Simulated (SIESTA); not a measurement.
Band structure of Cd (P6_3/mmc, 2 atoms in the cell).

```yaml
crystal:
  lattice:
    - [1.50192, -2.60140, 0.00000]
    - [1.50192, 2.60140, 0.00000]
    - [0.00000, 0.00000, 5.66496]
  atoms:
    - { symbol: Cd, position: [0.33333, 0.66667, 0.25000] }
    - { symbol: Cd, position: [0.66667, 0.33333, 0.75000] }
```

Computed with GGA PBE, numerical atomic orbitals DZP, PseudoDojo PBE standard norm-conserving potentials (rewritten from UPF to PSML) run with SIESTA 5.4.2.

Settings: XC.functional = GGA; XC.authors = PBE; potentials = PseudoDojo PBE standard; PAO.BasisSize = DZP; PAO.EnergyShift = 0.01 Ry; MeshCutoff = 350 Ry; kgrid.MonkhorstPack = 13 13 6; OccupationFunction = MP; OccupationMPOrder = 0; ElectronicTemperature = 0.1 eV; MaxSCFIterations = 150; SCF.Mixer.Method = Broyden; SCF.Mixer.Weight = 0.2; SCF.Mixer.History = 8.

The starting cell has typed, rounded lattice constants, without a prior relaxation at this level. Its lattice was rescaled by a random factor within 2.5 % of one. Values carry the incompleteness of an atom-centred basis.

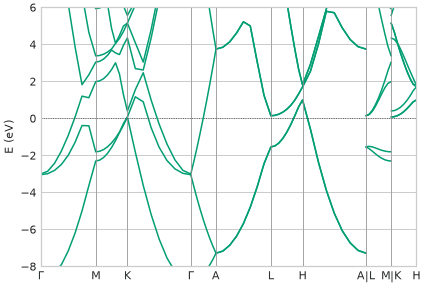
*Bands along the path, energies from the Fermi level.*

Levels in eV from the Fermi level, bands 17 to 22:
```csv
point,17,18,19,20,21,22
Γ,-8.59,-8.35,-8.35,-3.05,-3.01,11.72
M,-8.15,-8.13,-2.31,-1.81,1.98,3.04
K,-8.48,-8.47,0.07,0.07,0.40,4.34
A,-8.46,-8.46,-7.29,-7.29,3.74,3.74
L,-8.14,-8.14,-1.55,-1.55,0.14,0.14
H,-8.38,-8.38,0.99,0.99,1.70,1.70
```

Bands cross the Fermi level along this path, so the cell is metallic at this level.

Higher empty bands are left out: an atom-centred basis made for the valence describes them poorly.
